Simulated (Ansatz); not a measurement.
# BN (F-43m): phonons against volume

Which modes of BN drive its thermal expansion? The starting cell is a computed one from a database.

Program: Ansatz 0.2.0. Level of theory: DFT LDA, scalar-relativistic, plane waves, PAW; PAW set soft_1. Results are calculated unless marked as measured.

## (1) The starting structure

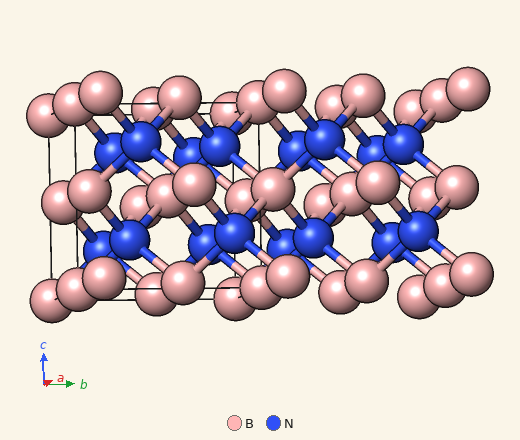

The cell as given, slightly off an axis (boron pink, nitrogen blue). 2×2×1 cells are drawn. This picture shows the conventional cell, with its axes. Bonds to atoms that aren't drawn are left out. Some periodic images of atoms are drawn too.

## (2) Probe on a coarse mesh

Before spending time, one coarse run tells the gap and the pressure of the starting cell.

Input file input.yaml:

```yaml
crystal:
  lattice:
    - [0.0, 1.813001, 1.813001]
    - [1.813001, 0.0, 1.813001]
    - [1.813001, 1.813001, 0.0]
  atoms:
    - { symbol: B, position: [0.0, 0.0, 0.0] }
    - { symbol: "N", position: [0.75, 0.75, 0.75] }
kpoints:
  mp_grid: { grid: [8, 8, 8] }
hamiltonian:
  xc: lda
  pseudopotentials: { kind: paw, azcp: { folder: soft_1 }, xc_functional: pbe }
scf:
  occupations: { method: gaussian, width: 0.1 }
  lower_state_search: "off"
output:
  forces: true
  stress: true
  eigenvalues: true
```

On the command line:

```
$ ansatz run input.yaml --threads 8 --pin off --max-ram 16384MiB --backend cpu --events-out ev --progress --plain --runs-dir out
```

Numbers of over 12 decimals in the logs are rounded to 6 here.

The log of the run:

```text
Engine: ansatz 0.2.0, aarch64-unknown-linux-gnu
Pseudopotentials: kind: paw
Pseudopotential: B, paw, valence charge 3, recommended cutoff 420 eV (normal), soft_1/B.paw.azcp
Pseudopotential: N, paw, valence charge 5, recommended cutoff 420 eV (normal), soft_1/N.paw.azcp
Functional definition: SPW92
  exchange = slater_x
  correlation = pw_c
Crystal: 2 atoms, lattice volume = 11.919 Å³
Basis set: ecut = 420 eV, 259 PW (Γ)
Bands: 8, of which v1, the nominal top of the filled ones, is band 4 counted from 1 (3 counted from 0)
Symmetry: 24 space group operations
Space group: F-43m (ITA 216), of the structure as read, at distance tolerance 2.3e-5 Å
k-points: 29 of 512 (time reversal used)
Non-local potential: B, projectors of the file, l = 0: 2, l = 1: 2, l = 2: 1
Non-local potential: N, projectors of the file, l = 0: 2, l = 1: 2, l = 2: 1
PAW form: soft (Blöchl's): semilocal exchange-correlation on the pseudo side does not see the compensation charge
PAW frozen core: B, regenerated for the run's functional, and the local potential with it (the file was generated under x = pbe(κ = 0.804, μ = 0.219515), c = pbe(β = 0.066725))
PAW frozen core: N, regenerated for the run's functional, and the local potential with it (the file was generated under x = pbe(κ = 0.804, μ = 0.219515), c = pbe(β = 0.066725))
PAW one-centre angular grid: B, 110 points (default); XC on 64 Gauss nodes
PAW one-centre angular grid: N, 110 points (default); XC on 64 Gauss nodes
Initial density: superposition of atomic densities (chi_scale 0.1, normalization cell, long waves kept (reshape's long-wave potential 0.00 eV rms))
Initial wavefunctions: pseudopotential atomic-orbital guess
Functional: x = slater, c = lda
SCF iter   1: F=—  HF=-527.165314 eV  |F-HF|=—  |Δ(HF+E_count)|=         —  Δρ=1.41e-1  dr2=1.92e0  ethr=3.10e-3  ⟨swp⟩=4.2  Hψ=1476  notcnv=0
preconditioner: auto → none  [insulator: Δε(μ)=5.762 eV  Ē_g=20.087 eV  σ=0.100 eV  W_gap=1.00  n_scr=0 (ndim 8)  ℏωp=30.4 eV  f_vac=0.000  D(μ)=0.00/eV (n_scr^D=0)  ε∞_Penn≈3.3]
SCF iter   2: F=—  HF=-526.532555 eV  |F-HF|=—  |Δ(HF+E_count)|=   6.33e-1  Δρ=6.35e-2  dr2=2.69e-1  ethr=3.10e-3  ⟨swp⟩=2.1  Hψ=686  notcnv=0
SCF iter   3: F=—  HF=-526.460071 eV  |F-HF|=—  |Δ(HF+E_count)|=   7.25e-2  Δρ=2.16e-2  dr2=3.43e-2  ethr=3.10e-3  ⟨swp⟩=3.0  Hψ=453  notcnv=0
SCF iter   4: F=—  HF=-526.450259 eV  |F-HF|=—  |Δ(HF+E_count)|=   9.81e-3  Δρ=2.81e-3  dr2=3.26e-4  ethr=4.29e-4  ⟨swp⟩=2.9  Hψ=457  notcnv=0
SCF iter   5: F=—  HF=-526.450237 eV  |F-HF|=—  |Δ(HF+E_count)|=   2.19e-5  Δρ=1.76e-4  dr2=1.68e-6  ethr=4.07e-6  ⟨swp⟩=2.0  Hψ=309  notcnv=0
SCF iter   6: F=—  HF=-526.450236 eV  |F-HF|=—  |Δ(HF+E_count)|=   8.35e-7  Δρ=1.52e-5  dr2=5.94e-9  ethr=1.25e-9  ⟨swp⟩=5.3  Hψ=1177  notcnv=0
SCF iter   7: F=-526.450236 eV  HF=-526.450236 eV  |F-HF|=2.21e-11  |Δ(HF+E_count)|=  4.82e-11  Δρ=8.17e-7  dr2=4.56e-11  ethr=7.42e-11  ⟨swp⟩=2.0  Hψ=696  notcnv=0
SCF 1 converged in 7 iterations: F = -526.450236 eV  dr2 = 4.56e-11
  greatest PAW one-centre occupation: 0.780 electrons in one spin orbital (limit 2), on the N atom at site 1 (counted from 0), in its partial waves of l = 0
SCF converged after 7 iterations
Free energy (F): -526.450236 eV
Harris-Foulkes:  -526.450236 eV  (|F-HF|=2.21e-11)
Internal energy: -526.450236 eV  (E = F + TS)
E sigma→0 (E₀):  -526.450236 eV
Fermi energy:    12.938707 eV
--- Per-component energies (eV) ---
  E_band       = 23.920088
  E_kinetic    = 182.658813
  E_local      = -160.966893  (includes V_loc(G=0)·N_el)
  E_nonlocal   = 43.959369
  E_hartree    = 48.751242
  E_xc         = -92.213462
  E_vxc        = -114.458356  (∫ρ·V_xc dr)
  E_paw        = -191.468905  (= ΣΔE_a)
  E_vpaw       = -24.776213  (= ΣTr[D̂ρ^β])
  E_aug_tail   = 0.000962  (compensation charges beyond the density's cutoff)
  E_ewald      = -357.297240
  E_core_change = 0.125878  (= ΣΔE_core)
  E_smearing   = -0.000000  (= −TS)
  E_closure    = 0.000000  (closes the sum)
  Σ components = -526.450236   (vs F -526.450236, Δ=0.00e0)
--- Forces (eV/Å), atoms counted from 1 ---
  atom   1  B     -0.00000000     0.00000000     0.00000000
  atom   2  N      0.00000000    -0.00000000    -0.00000000
  max |Σ_I F_I| component: 4.90e-16 eV/Å
--- Stress (GPa, compression-positive) ---
      -14.389861       0.000000       0.000000
       -0.000000     -14.389861       0.000000
       -0.000000       0.000000     -14.389861
  P = ⅓ Tr σ = -14.3899 GPa (-143.899 kbar)
--- Band table (eV; the first three rows and the last of 29) ---
  k-point 0: bands = ["-9.2056", "10.7664", "10.7664", "10.7664", "19.4145", "19.4145", "19.4145", "21.0316"]
  k-point 1: bands = ["-8.8276", "8.9172", "10.3878", "10.3878", "19.7987", "19.9784", "19.9784", "22.1711"]
  k-point 2: bands = ["-7.7289", "5.3509", "9.6434", "9.6434", "20.2968", "20.9175", "20.9175", "24.1143"]
  k-point 28: bands = ["-3.2755", "3.3014", "3.8128", "4.2713", "20.1669", "23.8719", "24.9625", "25.2809"]
```

Elapsed: 0.91 s, on 8 threads of Arm Neoverse N1, shared host; peak memory 0.23 GiB.

The column dr2 measures how far the density is from self-consistency, as an energy; F and HF (Harris–Foulkes) agree once it is small.

A gap read on the k-mesh alone can miss the band edges.

This step gave:

| Property | Result |
| --- | --- |
| pressure | -14.39 GPa |
| gap on the k-mesh | 4.345 eV |
| volume per atom | 5.959 Å³/atom |

The start is under -14 GPa at this level and looks like an insulator or semiconductor on this mesh.

## (3) A loose first relaxation

The start is far from rest, so a relaxation with loose thresholds first brings it near the minimum.

Changes to input.yaml since step 2:

```diff
@@ -9,3 +9,3 @@
 kpoints:
-  mp_grid: { grid: [8, 8, 8] }
+  mp_grid: { grid: [10, 10, 10] }
 hamiltonian:
@@ -20 +20,6 @@
   eigenvalues: true
+relax:
+  adjacent_minimum: "off"
+  f_tol: 0.05
+  max_steps: 80
+  cell: { stress_tol: 0.5 }
```

The log of the run:

```text
[...]
Crystal: 2 atoms, lattice volume = 11.919 Å³
Basis set: ecut = 420 eV, 259 PW (Γ)
Bands: 8, of which v1, the nominal top of the filled ones, is band 4 counted from 1 (3 counted from 0)
Symmetry: 24 space group operations
[...]
k-points: 47 of 1000 (time reversal used)
[...]
SCF iter   1: F=—  HF=-527.165329 eV  |F-HF|=—  |Δ(HF+E_count)|=         —  Δρ=1.41e-1  dr2=1.92e0  ethr=3.10e-3  ⟨swp⟩=4.2  Hψ=2381  notcnv=0
[...]
SCF iter   7: F=-526.450397 eV  HF=-526.450397 eV  |F-HF|=1.97e-11  |Δ(HF+E_count)|=  2.05e-10  Δρ=7.50e-7  dr2=4.02e-11  ethr=7.11e-11  ⟨swp⟩=2.0  Hψ=1128  notcnv=0
SCF 1 converged in 7 iterations: F = -526.450397 eV  dr2 = 4.02e-11
[...]
relax step   1: F+E_penalty+E_count = -526.45039673 eV  Δ(F+E_penalty+E_count) = +0.000e0 eV  max|allowed force component| = 4.302e-16 eV/Å  Δτ_max = 0.0000 Å  P = -14.380 GPa  Ω = 11.919 Å³  (7 SCF iters, dr2 threshold 1.00e-7 eV, accepted)
Crystal: 2 atoms, lattice volume = 11.657 Å³
[...]
iter 1 solved again at ethr=4.08e-5 eV; its pass at ethr=3.10e-3 eV (dr2=3.26e-3 eV) is discarded
[...]
SCF iter   5: F=-526.468580 eV  HF=-526.468580 eV  |F-HF|=9.99e-11  |Δ(HF+E_count)|=   1.40e-8  Δρ=2.08e-6  dr2=1.60e-10  ethr=2.50e-9  ⟨swp⟩=5.1  Hψ=1838  notcnv=0
SCF 2 converged in 5 iterations: F = -526.468580 eV  dr2 = 1.60e-10
[...]
relax step   2: F+E_penalty+E_count = -526.46858026 eV  Δ(F+E_penalty+E_count) = -1.818e-2 eV  max|allowed force component| = 1.356e-16 eV/Å  Δτ_max = 0.0000 Å  P = -6.147 GPa  Ω = 11.657 Å³  energy of the carried Pulay correction = +1.331e-3 eV  (5 SCF iters, dr2 threshold 2.00e-7 eV, accepted)
Crystal: 2 atoms, lattice volume = 11.470 Å³
Basis set: ecut = 420 eV, 229 PW (Γ)
[...]
SCF iter   5: F=-526.473024 eV  HF=-526.473024 eV  |F-HF|=4.60e-11  |Δ(HF+E_count)|=   6.57e-9  Δρ=1.36e-6  dr2=8.91e-11  ethr=2.46e-9  ⟨swp⟩=3.0  Hψ=1254  notcnv=0
SCF 3 converged in 5 iterations: F = -526.473024 eV  dr2 = 8.91e-11
[...]
relax step   3: F+E_penalty+E_count = -526.47302395 eV  Δ(F+E_penalty+E_count) = -4.444e-3 eV  max|allowed force component| = 1.579e-16 eV/Å  Δτ_max = 0.0000 Å  P = +0.304 GPa  Ω = 11.470 Å³  energy of the carried Pulay correction = +2.306e-3 eV  (5 SCF iters, dr2 threshold 2.00e-7 eV, accepted)
[...]
SCF iter   4: F=-526.471156 eV  HF=-526.471156 eV  |F-HF|=1.58e-11  |Δ(HF+E_count)|=   1.40e-8  Δρ=3.48e-6  dr2=3.55e-10  ethr=2.50e-11  ⟨swp⟩=3.1  Hψ=1491  notcnv=0
SCF 4 converged in 4 iterations: F = -526.471156 eV  dr2 = 3.55e-10
relax step   4: F+E_penalty+E_count = -526.47115649 eV  Δ(F+E_penalty+E_count) = +1.867e-3 eV  max|allowed force component| = 1.503e-16 eV/Å  Δτ_max = 0.0000 Å  P = -0.025 GPa  Ω = 11.470 Å³  stress off target by 2.51e-2 GPa  SCF on the basis re-selected at this cell (its energy is not comparable with the rows above)  (4 SCF iters)
basis re-selected at this cell: Δ(F+E_penalty+E_count) = +1.867e-3 eV, ΔP = -0.329 GPa vs the last step (what re-selecting the basis moved, of the pressure what is left beyond the Pulay correction that the steps carried, after the strain that the cell walked since its last selection, with what the two solves' SCF thresholds leave and, on support functions, any second-order correction that the steps lacked; it is no m [...]
SCF converged after 4 iterations
Free energy (F): -526.471156 eV
[...]
Internal energy: -526.471156 eV  (E = F + TS)
E sigma→0 (E₀):  -526.471156 eV
Fermi energy:    13.583191 eV
[...]
--- Stress (GPa, compression-positive) ---
       -0.025118      -0.000000      -0.000000
       -0.000000      -0.025118      -0.000000
       -0.000000      -0.000000      -0.025118
  P = ⅓ Tr σ = -0.0251 GPa (-0.251 kbar)
--- Band table (eV; the first three rows and the last of 47) ---
[...]
--- Relaxed structure (3 steps of the walk, 3 accepted, 1 SCFs on fresh bases) ---
  F+E_penalty+E_count = -526.47115649 eV   max|allowed force component| = 1.503e-16 eV/Å   (the final SCF, on the basis selected at the relaxed cell)
  cell:  # Å, volume = 11.4695 Å³
    - [0, 1.789941, 1.789941]
    - [1.789941, 0, 1.789941]
    - [1.789941, 1.789941, 0]
  atoms:
    - { symbol: B, position: [0, 0, 0] }
    - { symbol: N, position: [0.75, 0.75, 0.75] }
```

It took 1.8 s on 8 threads; peak memory 0.26 GiB; 6.4 s of CPU time.

Relaxation path:

```
step  energy less that of the first step (eV)  largest force component (eV/Å)  pressure (GPa)  volume (Å³)
   1                                   0.0000                          0.0000          -14.38        11.92
   2                                  -0.0182                          0.0000           -6.15        11.66
   3                                  -0.0226                          0.0000            0.30        11.47
  4*                                  -0.0208                          0.0000           -0.03        11.47
```

Relaxation steps marked * repeat the geometry before them on a plane-wave basis chosen anew for their cell, so energy and pressure can jump there.

The run keeps the 24 symmetry operations that it works with, so distortions that break them were not tested.

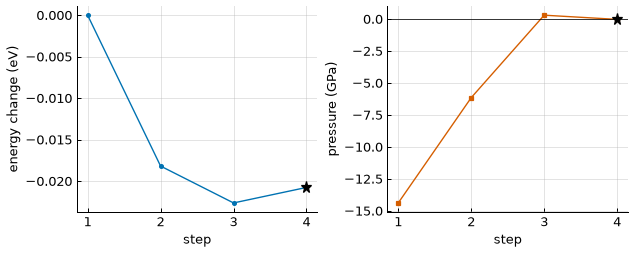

Energy and pressure along the relaxation. Stars mark steps on a basis chosen anew.

```
conventional cell, symmetrised  before  after  change
                         a (Å)   3.626  3.580  -1.3 %
                         b (Å)   3.626  3.580  -1.3 %
                         c (Å)   3.626  3.580  -1.3 %
              volume (Å³/atom)    5.96   5.73  -3.8 %
```

The relaxed structure:

```cif
data_structure
_symmetry_space_group_name_H-M 'P 1'
_symmetry_Int_Tables_number 1
_cell_length_a 2.5314
_cell_length_b 2.5314
_cell_length_c 2.5314
_cell_angle_alpha 60.000
_cell_angle_beta 60.000
_cell_angle_gamma 60.000
_cell_volume 11.47
loop_
_atom_site_label
_atom_site_type_symbol
_atom_site_fract_x
_atom_site_fract_y
_atom_site_fract_z
_atom_site_occupancy
B1 B 0.00000 0.00000 0.00000 1
N2 N 0.75000 0.75000 0.75000 1
```

This step gave:

- pressure: -0.02512 GPa
- gap on the k-mesh: 4.389 eV
- volume per atom: 5.735 Å³/atom

The relaxation ends with a pressure of -0.03 GPa.

## (4) Finding the static equilibrium

Phonons are second derivatives about a minimum, so cell and atoms are relaxed first, inside the symmetry of the start.

Input file input.yaml:

```yaml
crystal:
  lattice:
    - [0.0, 1.7899407159, 1.7899407159]
    - [1.7899407159, 0.0, 1.7899407159]
    - [1.7899407159, 1.7899407159, 0.0]
  atoms:
    - { symbol: B, position: [0.0, 0.0, 0.0] }
    - { symbol: "N", position: [0.75, 0.75, 0.75] }
kpoints:
  mp_grid: { grid: [12, 12, 12] }
hamiltonian:
  xc: lda
  pseudopotentials: { kind: paw, azcp: { folder: soft_1 }, xc_functional: pbe }
scf:
  occupations: { method: gaussian, width: 0.02 }
  lower_state_search: "off"
output:
  forces: true
  stress: true
  eigenvalues: true
  write_density: true
  write_potential: true
  elf: true
  volumetric_format: npy
relax:
  adjacent_minimum: "off"
  f_tol: 0.005
  max_steps: 80
  cell: { stress_tol: 0.05 }
```

The log of the run:

```text
[...]
Crystal: 2 atoms, lattice volume = 11.470 Å³
Basis set: ecut = 420 eV, 229 PW (Γ)
Bands: 8, of which v1, the nominal top of the filled ones, is band 4 counted from 1 (3 counted from 0)
Symmetry: 24 space group operations
[...]
k-points: 72 of 1728 (time reversal used)
[...]
SCF iter   1: F=—  HF=-527.250098 eV  |F-HF|=—  |Δ(HF+E_count)|=         —  Δρ=1.50e-1  dr2=2.05e0  ethr=3.10e-3  ⟨swp⟩=4.7  Hψ=3703  notcnv=0
[...]
SCF iter   7: F=-526.471162 eV  HF=-526.471162 eV  |F-HF|=1.63e-11  |Δ(HF+E_count)|=  3.41e-12  Δρ=8.19e-7  dr2=3.89e-11  ethr=6.68e-11  ⟨swp⟩=4.7  Hψ=2490  notcnv=0
SCF 1 converged in 7 iterations: F = -526.471162 eV  dr2 = 3.89e-11
[...]
relax step   1: F+E_penalty+E_count = -526.47116158 eV  Δ(F+E_penalty+E_count) = +0.000e0 eV  max|allowed force component| = 4.210e-16 eV/Å  Δτ_max = 0.0000 Å  P = -0.018 GPa  Ω = 11.470 Å³  (7 SCF iters, dr2 threshold 1.00e-7 eV, accepted)
[...]
SCF iter   2: F=-526.471162 eV  HF=-526.471162 eV  |F-HF|=1.93e-12  |Δ(HF+E_count)|=  4.44e-10  Δρ=4.15e-7  dr2=6.95e-12  ethr=1.00e-12  ⟨swp⟩=3.7  Hψ=2466  notcnv=0
SCF 2 converged in 2 iterations: F = -526.471162 eV  dr2 = 6.95e-12
relax step   2: F+E_penalty+E_count = -526.47116158 eV  Δ(F+E_penalty+E_count) = -5.912e-12 eV  max|allowed force component| = 3.192e-16 eV/Å  Δτ_max = 0.0000 Å  P = -0.018 GPa  Ω = 11.470 Å³  stress off target by 1.83e-2 GPa  SCF on the basis re-selected at this cell (its energy is not comparable with the rows above)  (2 SCF iters)
basis re-selected at this cell: Δ(F+E_penalty+E_count) = -5.912e-12 eV, ΔP = +0.000 GPa vs the last step (what re-selecting the basis moved, of the pressure what is left beyond the Pulay correction that the steps carried, after the strain that the cell walked since its last selection, with what the two solves' SCF thresholds leave and, on support functions, any second-order correction that the steps lacked; it is no  [...]
SCF converged after 2 iterations
Free energy (F): -526.471162 eV
[...]
Internal energy: -526.471162 eV  (E = F + TS)
E sigma→0 (E₀):  -526.471162 eV
Fermi energy:    13.583180 eV
[...]
--- Stress (GPa, compression-positive) ---
       -0.018295      -0.000000      -0.000000
        0.000000      -0.018295       0.000000
       -0.000000       0.000000      -0.018295
  P = ⅓ Tr σ = -0.0183 GPa (-0.183 kbar)
--- Band table (eV; the first three rows and the last of 72) ---
[...]
--- Relaxed structure (1 steps of the walk, 1 accepted, 1 SCFs on fresh bases) ---
[...]
cell:  # Å, volume = 11.4695 Å³
    - [0.0, 1.7899407159, 1.7899407159]
    - [1.7899407159, 0.0, 1.7899407159]
    - [1.7899407159, 1.7899407159, 0.0]
  atoms:
    - { symbol: B, position: [0.0, 0.0, 0.0] }
    - { symbol: N, position: [0.75, 0.75, 0.75] }
```

It took 1.4 s on 8 threads; peak memory 0.27 GiB.

Little changed from the start: no atom moved by 0.005 Å and no cell edge by 0.1 %.

Numbers from this step:

```yaml
pressure: -0.01829 GPa
```

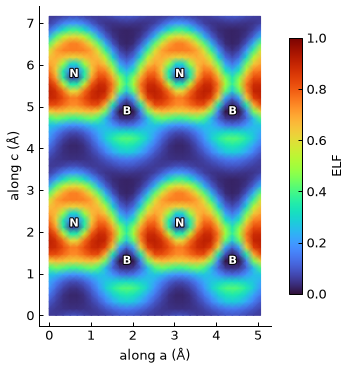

ELF in the ac plane of a cell with a along [110], b along [-110] and c along [001] of the cube at fractional y = 0.000, with atoms of B and N within 0.2 Å of it. It is the smooth field of the valence electrons, not physical close to the nuclei. The map starts off the cell's origin, so that atoms lie inside it.

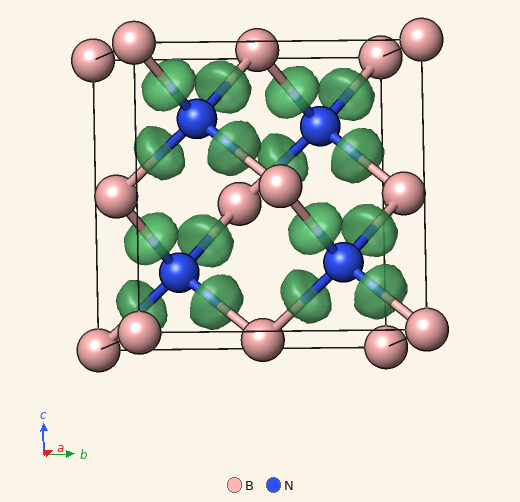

Surface of ELF = 0.83. Bonds to atoms that aren't drawn are left out.

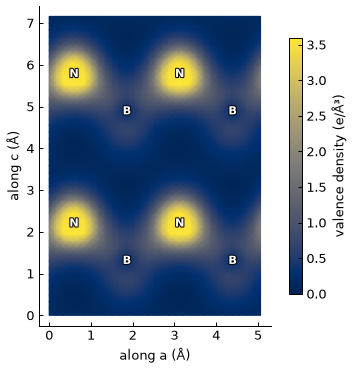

Valence density in the ac plane of a cell with a along [110], b along [-110] and c along [001] of the cube at fractional y = 0.000, with atoms of B and N within 0.2 Å of it. It is the smooth field of the valence electrons, not physical close to the nuclei. The map starts off the cell's origin, so that atoms lie inside it.

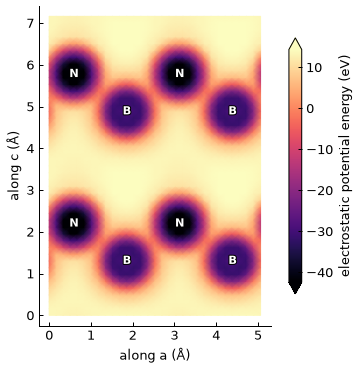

Electrostatic potential energy in the ac plane of a cell with a along [110], b along [-110] and c along [001] of the cube at fractional y = 0.000, with atoms of B and N within 0.2 Å of it. With pseudopotentials it is smooth inside the atoms' cores, unlike the true potential. The map starts off the cell's origin, so that atoms lie inside it.

## (5) Relaxing to small residual forces and stress

The relaxation is repeated with tighter thresholds on force and stress, since phonons are sensitive to what is left; a change of mesh or smearing in the input moves the cell too.

input.yaml, the sections that differ from step 4:

```yaml
scf:
  occupations: { method: fixed }
  lower_state_search: "off"
output:
  forces: true
  stress: true
  eigenvalues: true
relax:
  adjacent_minimum: "off"
  f_tol: 0.001
  max_steps: 60
  cell: { stress_tol: 0.01 }
# crystal, kpoints, hamiltonian: as in step 4
```

The log of the run:

```text
[...]
Crystal: 2 atoms, lattice volume = 11.470 Å³
Basis set: ecut = 420 eV, 229 PW (Γ)
Bands: 8, of which v1, the nominal top of the filled ones, is band 4 counted from 1 (3 counted from 0)
Symmetry: 24 space group operations
[...]
k-points: 72 of 1728 (time reversal used)
[...]
P = ⅓ Tr σ = -0.0079 GPa (-0.079 kbar)
--- Band table (eV; the first three rows and the last of 72) ---
[...]
--- Relaxed structure (2 steps of the walk, 2 accepted, 1 SCFs on fresh bases) ---
[...]
cell:  # Å, volume = 11.4692 Å³
    - [0, 1.789925, 1.789925]
    - [1.789925, 0, 1.789925]
    - [1.789925, 1.789925, 0]
  atoms:
    - { symbol: B, position: [0, 0, 0] }
    - { symbol: N, position: [0.750000, 0.750000, 0.750000] }
[key lines of the parts left out:]
SCF converged after 4 iterations
Free energy (F): -526.471163 eV
Fermi energy:    11.389182 eV
```

Wall time 1 s (8 threads); peak memory 0.26 GiB.

Little changed from the start: no atom moved by 0.005 Å and no cell edge by 0.1 %.

Numbers from this step:

* pressure: -0.007873 GPa

The residual pressure is -0.0079 GPa, small enough for phonons.

(Part 1 of 4 ends here.)

[Logs are printed without paths, hosts, clocks, repeated set-up lines and the standing remarks that a program may print on its own settings, such as how far it seeks lower states.]

[Hosts, paths, dates, database ids (printed as entryN), source tags and the programs' standing remarks are cut or masked in the printed files.]

[A step with changed settings may run another functional than the one named; its input shows which.]

[Of the runs on displaced cells, only some may be shown.]
